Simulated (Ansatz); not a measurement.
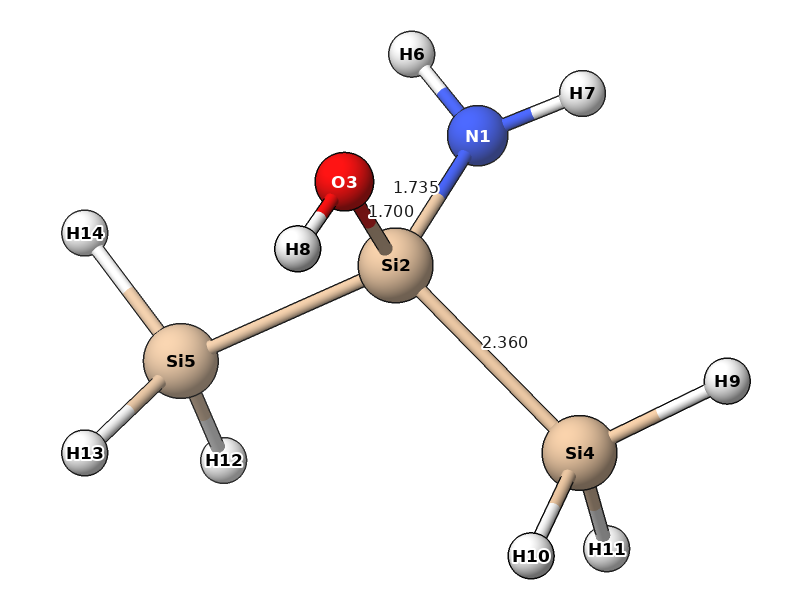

The numbers beside the sticks are distances in Å. Sticks don't show bond order. The geometry was computed by an optimisation with PBE-D4/def2-SVP. No frequency run is at hand to confirm it as a minimum.

Q: Which of the marked bonds are single, double, triple or aromatic?

A: N1–Si2 single; Si2–O3 single; Si2–Si4 single.

Q: Give the structure as SMILES.

A: N[Si](O)([SiH3])[SiH3]
